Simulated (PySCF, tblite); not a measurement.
System: C₃H₁₃B₂NSi, SMILES BCB(N)[SiH](C)C.

Vertical TDDFT excitations, CAM-B3LYP/def2-SVPD in PySCF, at a GFN2-xTB geometry (a minimum by its frequencies), gas phase.

> What does its absorption spectrum look like?

The lowest singlet lies at 5.24 eV (237 nm, f = 0.010); the brightest of the first 8 is S4 at 6.65 eV (187 nm), f = 0.041, mainly HOMO−1 → LUMO (72 %). No singlet lies below 3.1 eV (beyond 400 nm), so at this level no vertical transition falls in the visible.


| state | E (eV) | λ (nm) | f | main character |
| --- | --- | --- | --- | --- |
| S1 | 5.24 | 237 | 0.010 | HOMO → LUMO (87 %) |
| S2 | 5.84 | 212 | 0.004 | HOMO−4 → LUMO (50 %) |
| S3 | 6.02 | 206 | 0.013 | HOMO−4 → LUMO (32 %) |
| S4 | 6.65 | 187 | 0.041 | HOMO−1 → LUMO (72 %) |
| S5 | 6.79 | 183 | 0.020 | HOMO → LUMO+2 (41 %) |
| S6 | 6.92 | 179 | 0.026 | HOMO−2 → LUMO (50 %) |
| S7 | 7.27 | 171 | 0.012 | HOMO → LUMO+1 (46 %) |
| S8 | 7.31 | 170 | 0.021 | HOMO−5 → LUMO (36 %) |

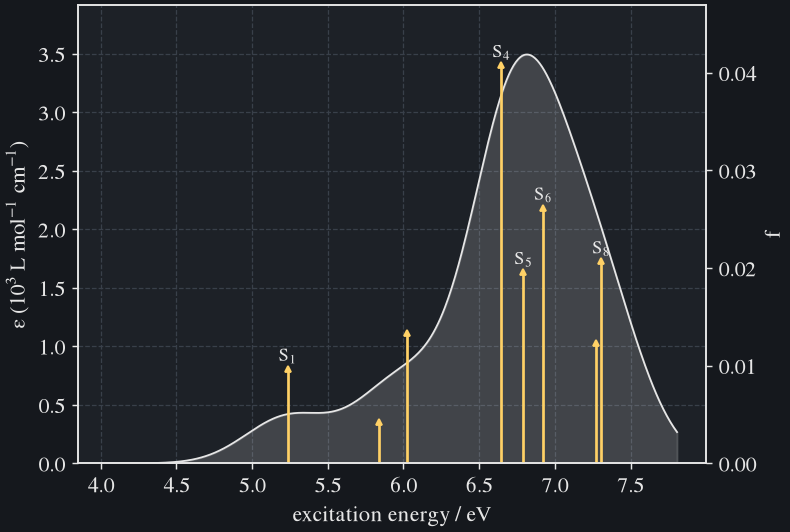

The lowest 8 singlet states are shown; each is broadened by a Gaussian of 1/e half-width 0.40 eV. Sticks give oscillator strengths (right axis).

Note: the tight-binding geometry is rougher than a DFT one and adds to the error; one conformer of a flexible molecule; core orbitals are frozen in the response.
